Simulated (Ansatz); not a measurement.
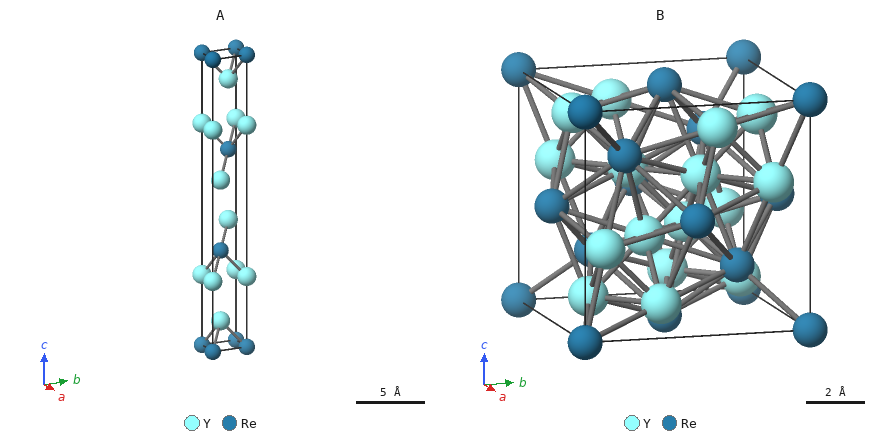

Two structures of Y$_{2}$Re, each relaxed to rest (conventional cells in solid outline, small ones repeated, not to one scale). Method: DFT PBE, scalar-relativistic, plane waves, PAW (Ansatz 0.2.0), without spin polarisation.

> What structure does each panel show?

A: 9 atoms a cell on a rhombohedral (trigonal R) lattice, R-3m. B: cubic Laves phase (C15, MgCu₂ type), Fd-3m.

> Which is the more stable form at this level of theory?

A is lower, by 868 meV/atom at this level of theory (energies at zero smearing). Volumes: A 25.8, B 23.1 Å³/atom.

One or both may be structure types tried for this composition rather than known phases.
